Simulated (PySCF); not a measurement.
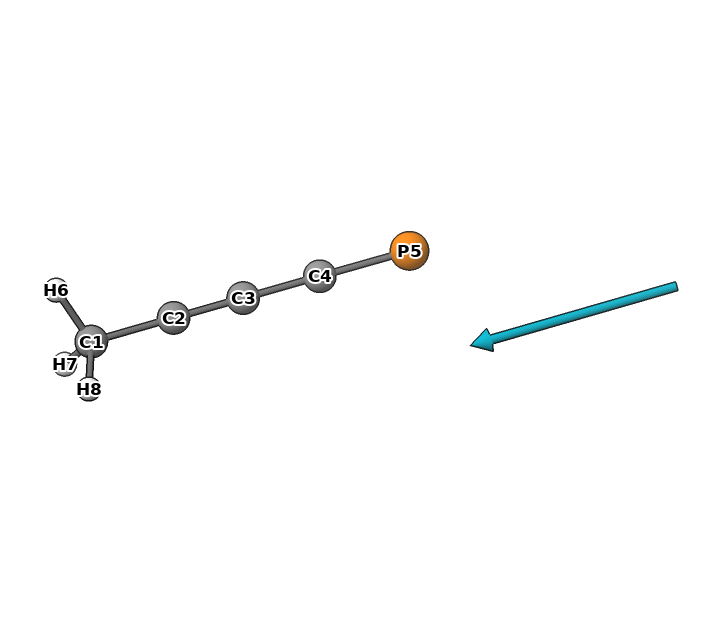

The arrow beside the molecule shows the direction of the dipole moment, from the negative to the positive end (its length means nothing). The computed structure is the end point of a GFN2-xTB optimisation. No frequency run is at hand to confirm it as a minimum. Properties computed with CAM-B3LYP/def2-SVPD, gas phase (PySCF 2.14.0).

Question: Estimate the dipole moment.

Answer: 2.31 D; it points from the side of P5 to the side of H6, H7, H8 (the outermost atoms at the two ends).

The geometry is semi-empirical. Around P such bond lengths and angles can be off by a tenth of an ångström or more and by several degrees, and values that hang on the shape move with them.
